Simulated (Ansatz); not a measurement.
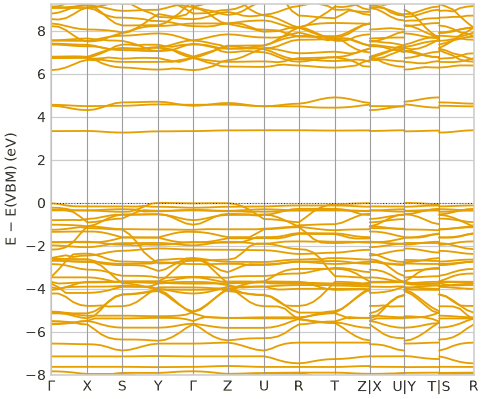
Figure: Band structure from the program Ansatz at the r²SCAN+D4 level (PAW)

Task: Read off the gap and where the band edges lie.

Result: About 3.3 eV (3.27 eV by a search for the band edges); maximum at Y, minimum at S.

The material is C8H4N6PtZn in space group Pmmm (No. 47; Pearson symbol oP20).

The cell is a constructed one: a structure type filled with these elements; neither database checked (COD, Materials Project) lists it. Whether it is the stable phase at ambient conditions was not checked. The r²SCAN+D4 relaxation kept the symmetry of its start; its stability against distortions is not shown here. The run is not spin-polarised. Spin–orbit coupling is left out wherever it is not named.

Potentials: the later of the program's two PAW sets.
